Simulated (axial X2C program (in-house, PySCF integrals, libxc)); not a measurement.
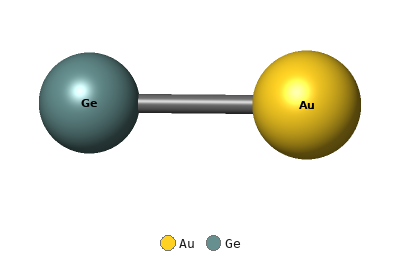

Fig. 1: The molecule at the reference distance of 2.295 Å.

**Relativistic diatomic calculation, with input and output: AuGe⁺**

- system: AuGe⁺, single determinant with M_S = 0 and |Λ| = 0.
- method: HF, spin-free X2C-1e, Au dyall-cv3z, Ge dyall-cv3z (cores contracted) (axial X2C program (in-house, PySCF integrals, libxc))

**Input**
```
{"zs": [79, 32], "q": 1, "bas": ["dyall-cv3z", "dyall-cv3z"], "levels": ["PBE0", "HF", "BHandHLYP"], "cc": true, "r0": 2.45, "thr": -1.0, "nmax": 90, "npts": 10, "nst": 2, "ntry": 6}
```

The line is the task of a batch: nuclear charges, charge, bases, the levels to run, a first guess of the distance and further settings. This report covers HF without spin-orbit coupling. The log is that of the reference distance 2.295 Å.

The run was one of a batch that the task file lists, launched with:
```bash
python <driver script> task.json out
```

**Output**
```
spin-free X2C-1e  HF
basis functions 286  fitting functions 1467  grid points 5801
iter        total energy     max residual
   1     -21105.874564101     1.11e+00
   2     -21105.931580116     1.63e-02
   3     -21105.934446307     1.25e-01
   4     -21105.937040838     2.47e-02
   5     -21105.937279817     4.27e-03
   6     -21105.937336205     6.20e-03
   7     -21105.937343576     6.05e-04
   8     -21105.937343980     1.60e-04
   9     -21105.937344036     1.06e-04
  10     -21105.937344042     1.03e-05
  11     -21105.937344044     1.65e-05
  12     -21105.937344044     4.52e-06
  13     -21105.937344044     6.62e-07
converged
one-electron -30130.12980152  Coulomb 8883.91962537  exact exchange -442.62912398  xc functional 0.00000000  nuclear repulsion 582.90195608
correlated 14  virtual 326  natural virtual 90  E(MP2) -0.474604568  MP2 remainder -0.033374960
iter   CCSD correlation   residual
   1     -0.403401567   1.88e-01
   2     -0.418541012   8.27e-02
   3     -0.423035414   3.69e-02
   4     -0.423180422   1.55e-02
   5     -0.423420404   6.68e-03
   6     -0.423538107   2.48e-03
   7     -0.423536021   8.44e-04
   8     -0.423536770   2.10e-04
   9     -0.423540060   7.74e-05
  10     -0.423539242   2.77e-05
  11     -0.423539133   9.00e-06
  12     -0.423539039   3.55e-06
  13     -0.423538952   1.72e-06
  14     -0.423538951   6.75e-07
(T) -0.02013103463967185  T1 0.0483  D1 0.1121  max T2 0.068
```

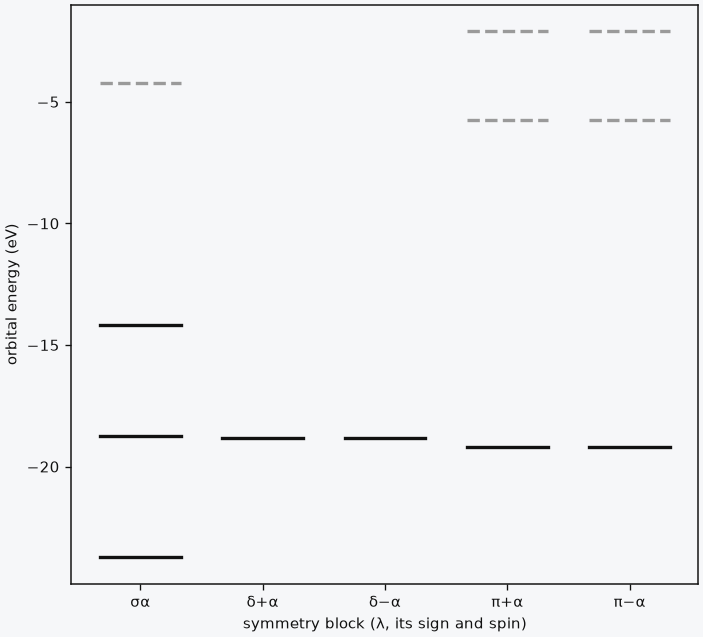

Fig. 2: Orbital energies near the frontier at 2.29 Å, filled (solid) and empty (dashed); a label such as π−α means λ = −1 and α spin, and the β levels equal the α ones. The highest filled orbital (σα; 58 % Ge p, 32 % Au s) lies at −14.16 eV, the lowest empty one (π+α; 76 % Ge p, 16 % Au p) at −5.73 eV.

**Outcome**

- outcome: not converged in a step after the SCF shown
- hardware: 1 thread of AMD EPYC (Zen 3), 128 GiB of memory available, shared host
- wall time: 8.7 s
- peak memory: 0.97 GiB

**Diagnosis**

The SCF whose log is shown converged, but a later step did not. The run therefore gave no full result. Hartree–Fock lacks correlation, so it usually binds too weakly.
